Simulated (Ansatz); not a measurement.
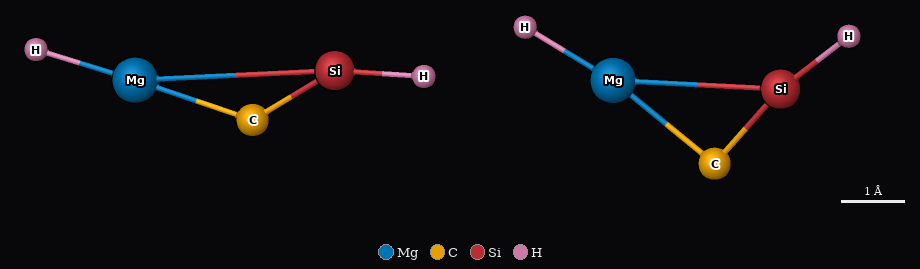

Two geometries of CH$_{2}$MgSi, drawn at one scale. One is the start of a relaxation, the other its converged end. A ball-and-stick model, seen from a free direction.

All numbers below come from Ansatz, RKS PBE0-D4/def2-TZVP. Set-up: force threshold 0.005 eV/Å; at most 200 steps.

Q: Which one is relaxed?

A: The left one is the relaxed one. The largest move after the best rigid fit is that of an H atom, 0.86 Å. Largest moves by element: H 0.86 Å, C 0.72 Å, Si 0.40 Å, Mg 0.30 Å. Some distances before and after: Mg–Si 2.796 → 3.356 Å, C–Mg 2.114 → 2.031 Å, C–Si 1.713 → 1.648 Å, H–Mg 1.662 → 1.699 Å. Among the angles between lasting bonds that change: Mg–C–Si 93.3° → 131.3°, C–Si–H 170.0° → 146.5°, C–Mg–H 171.3° → 178.4°. After 11 geometry steps the energy has fallen by 0.197 eV. The largest force component goes from 1.5 to 0.0041 eV/Å. The run took 20 s on 2 threads of Arm Neoverse V1, with other jobs on the host.
